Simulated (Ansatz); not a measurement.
# doublet [SiAsNH6]+ at 6 levels

We compute a comparison of 6 runs (U-r2SCAN/def2-SVP, U-wB97M-V/def2-SVP, UBHLYP/def2-SVP, UPBE0/def2-SVP, USVWN5/def2-SVP, UMP2/def2-SVP) of doublet [SiAsNH6]+. 

The calculation is run with Ansatz 0.2.0.

72 further runs of the same task are left out: 72 set aside as unsound or not needed.

### 1 The system as given

The species is [SiAsNH6]+ (9 atoms), meant as a doublet with charge +1. SMILES of the parent species: `N[AsH][SiH3]`. The shape is that of a PBE0-D4/def2-TZVP optimisation. This is one conformer, not always the lowest. That shape belongs to the parent species and isn't relaxed for this state.

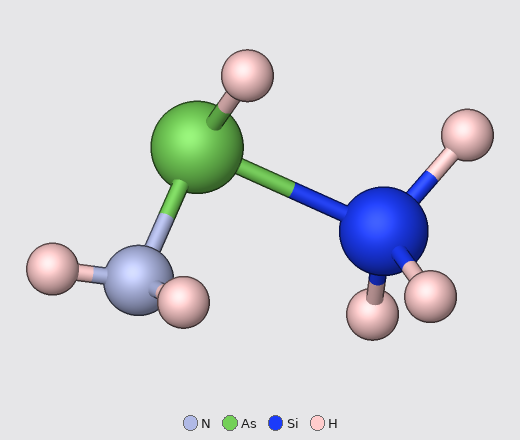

Viewed from a chosen angle; nitrogen light blue, arsenic green, silicon blue, hydrogen pink.

### 2 The energy at U-r2SCAN/def2-SVP (run 1)

run.yaml

```yaml
basis:
  gaussian:
    orbitals: def2-SVP
crystal:
  periodic: [false, false, false]
  atoms:
    - symbol: "N"
      position_ang: [-1.101100, 0.719000, -1.145600]
    - symbol: As
      position_ang: [0.735100, 0.438100, -0.988900]
    - symbol: Si
      position_ang: [0.557300, -1.064700, 0.828600]
    - symbol: H
      position_ang: [-1.303700, 1.291400, -1.954300]
    - symbol: H
      position_ang: [-1.525300, 1.144300, -0.332300]
    - symbol: H
      position_ang: [1.144100, 1.592600, -0.059800]
    - symbol: H
      position_ang: [1.889500, -1.194000, 1.477900]
    - symbol: H
      position_ang: [0.123900, -2.393300, 0.326700]
    - symbol: H
      position_ang: [-0.431200, -0.579700, 1.830600]
total_charge: 1
magnetization:
  spin_polarized: true
  initial_magnetization: 1
hamiltonian:
  xc: r2scan
accuracy: high
output: {orbitals: {seedname: orbitals}}
```

Run with:

```
$ ansatz run run.yaml --threads 1 --pin off --max-ram 3480MiB --events-out events.jsonl --progress --plain --runs-dir runs
```

Output:

```text
Warning: RAYON_NUM_THREADS=1 ignored (pool sized by the plan → 1); use --threads N
Functional definition: r2SCAN
  name "r2SCAN"
  parameter k0 = 0.174
  parameter k1 = 0.065
  parameter a1 = 4.9479
  exchange = r2scan_x(k0 = k0, k1 = k1, a1 = a1)
  correlation = r2scan_c
2061 factors; integrals over basis functions are off by at most 4.7e-9 eV
mean field evaluation 1: about -70271.5745 eV, gradient 5.4e1 eV
mean field evaluation 2: about -70202.5355 eV, gradient 1.0e2 eV
mean field evaluation 4: about -70282.5534 eV, gradient 1.8e1 eV
mean field evaluation 8: about -70284.5444 eV, gradient 2.4e-1 eV
mean field evaluation 16: about -70284.5386 eV, gradient 1.9e-3 eV
mean field evaluation 32: about -70279.9248 eV, gradient 1.4e1 eV
mean field -70284.53862821 eV, -2582.9091540154 hartree, gradient 3.7e-8 eV, S^2 0.756587; 5 other end points of the search recorded, 0 dependent functions left out
reference -70284.53863037 eV, -2582.9091540947 hartree; 30, 29 occupied and 64, 65 virtual orbitals, 2061 factors
Total energy: -70284.53863037 eV, -2582.9091540947 hartree
```

Run time: 10 s. Hardware: 1 thread of AMD EPYC 9R45 (Zen 5), shared host; peak memory 0.48 GiB.

### 3 The energy at U-wB97M-V/def2-SVP (run 2)

molecule.yaml

```yaml
crystal:
  periodic: [false, false, false]
  atoms:
    - {symbol: "N", position_ang: [-1.101100, 0.719000, -1.145600]}
    - {symbol: As, position_ang: [0.735100, 0.438100, -0.988900]}
    - {symbol: Si, position_ang: [0.557300, -1.064700, 0.828600]}
    - {symbol: H, position_ang: [-1.303700, 1.291400, -1.954300]}
    - {symbol: H, position_ang: [-1.525300, 1.144300, -0.332300]}
    - {symbol: H, position_ang: [1.144100, 1.592600, -0.059800]}
    - {symbol: H, position_ang: [1.889500, -1.194000, 1.477900]}
    - {symbol: H, position_ang: [0.123900, -2.393300, 0.326700]}
    - {symbol: H, position_ang: [-0.431200, -0.579700, 1.830600]}
basis:
  gaussian: {orbitals: def2-SVP}
total_charge: 1
magnetization: {spin_polarized: true, initial_magnetization: 1}
hamiltonian: {xc: {name: wB97M-V}}
accuracy: high
output: {orbitals: {seedname: orbitals}}
```

Run with:

```
$ ansatz run molecule.yaml --threads 1 --pin off --max-ram 3480MiB --events-out events.jsonl --progress --plain --runs-dir runs
```

Output, cut to the lines that bear on the results:

```text
Warning: RAYON_NUM_THREADS=1 ignored (pool sized by the plan → 1); use --threads N
Functional definition: wB97M-V
  name "wB97M-V"
[...]
  gx(w, u) = 1 - cx + cx01*u + cx10*w
  gss(w, u) = css00 + css04*u^4 + css10*w + css20*w^2 + css43*w^4*u^3
  gos(w, u) = cos00 + cos10*w + (cos20 + cos21*u)*w^2 + (cos60 + cos61*u)*w^6
[...]
      + integral(e_c_pw_mod_opposite_spin*gos(b97_w_opposite, b97_u_opposite)) + vv10(b, c)
2061 factors; integrals over basis functions are off by at most 4.7e-9 eV
380 factors; integrals over basis functions are off by at most 2.4e-9 eV
[...]
mean field -70281.02557890 eV, -2582.7800518343 hartree, gradient 7.5e-8 eV, S^2 0.756021; 2 other end points of the search recorded, 0 dependent functions left out
reference -70281.02558326 eV, -2582.7800519948 hartree; 30, 29 occupied and 64, 65 virtual orbitals, 2061 factors
Total energy: -70281.02558326 eV, -2582.7800519948 hartree
```

Wall time 56 s (1 thread of AMD EPYC 9R45 (Zen 5), shared host); peak memory 1.2 GiB.

Runs 3 to 5 aren't shown in full; the table further down has their settings and results.

### 4 The energy at UMP2/def2-SVP (run 6)

job.yaml

```yaml
crystal:
  periodic: [false, false, false]
  atoms:
    - {symbol: "N", position_ang: [-1.101100, 0.719000, -1.145600]}
    - {symbol: As, position_ang: [0.735100, 0.438100, -0.988900]}
    - {symbol: Si, position_ang: [0.557300, -1.064700, 0.828600]}
    - {symbol: H, position_ang: [-1.303700, 1.291400, -1.954300]}
    - {symbol: H, position_ang: [-1.525300, 1.144300, -0.332300]}
    - {symbol: H, position_ang: [1.144100, 1.592600, -0.059800]}
    - {symbol: H, position_ang: [1.889500, -1.194000, 1.477900]}
    - {symbol: H, position_ang: [0.123900, -2.393300, 0.326700]}
    - {symbol: H, position_ang: [-0.431200, -0.579700, 1.830600]}
basis:
  gaussian:
    orbitals: def2-SVP
total_charge: 1
magnetization:
  spin_polarized: true
  initial_magnetization: 1
correlation:
  method: mp2
  frozen_orbitals: {As: 9, H: 0, "N": 1, Si: 5}
accuracy: high
```

Run with:

```
$ ansatz run job.yaml --threads 1 --pin off --max-ram 3480MiB --events-out events.jsonl --progress --plain --runs-dir runs
```

Output, cut to the lines that bear on the results:

```text
Warning: RAYON_NUM_THREADS=1 ignored (pool sized by the plan → 1); use --threads N
Functional definition: HF
  name "HF"
[...]
2061 factors; integrals over basis functions are off by at most 4.7e-9 eV
[...]
mean field -70214.65869683 eV, -2580.3411139035 hartree, gradient 2.3e-8 eV, S^2 0.762387; 5 other end points of the search recorded, 0 dependent functions left out
15 core orbitals not correlated: weight in the atoms' cores, before any rotation towards them, 1.000 or more for the frozen orbitals, at most 0.000 for the correlated occupied ones
reference -70214.65869683 eV, -2580.3411139035 hartree; 15, 14 occupied and 64, 65 virtual orbitals, 2061 factors
second order -13.30945481 eV of doubles, -0.00000000 eV of singles
Total energy: -70227.96815164 eV, -2580.8302273463 hartree
```

Run time: 3.3 s. Hardware: 1 thread of AMD EPYC 9R45 (Zen 5), shared host; peak memory 0.45 GiB.

### 5 Overview of the runs

```
run               level  frozen core orbitals   energy (Eh)  HOMO energy (eV)  LUMO energy (eV)   ⟨S²⟩  wall time
  1   U-r2SCAN/def2-SVP                     –  -2582.909154            -12.48            -11.94  0.757       10 s
  2  U-wB97M-V/def2-SVP                     –  -2582.780052            -15.44             -9.26  0.756       56 s
  3     UBHLYP/def2-SVP                     –  -2582.913076            -14.31            -10.35  0.761      8.1 s
  4      UPBE0/def2-SVP                     –  -2582.509655            -13.29            -11.20  0.757      7.8 s
  5     USVWN5/def2-SVP                     –  -2578.041773            -12.36            -12.14  0.751      3.6 s
  6       UMP2/def2-SVP                    15  -2580.830227                 –                 –  0.762      3.3 s
```

### 6 Outcome

| quantity | value |
| --- | --- |
| run 6: total energy | -2580.83023 Eh |
| run 6: correlation energy (15 core orbitals frozen) | -489.1 mEh |
| run 6: ⟨S²⟩ of the reference determinant | 0.762 |

**Reading.** Totals of different functionals can't be ranked against each other. All runs together took 89 s, the longest 56 s.
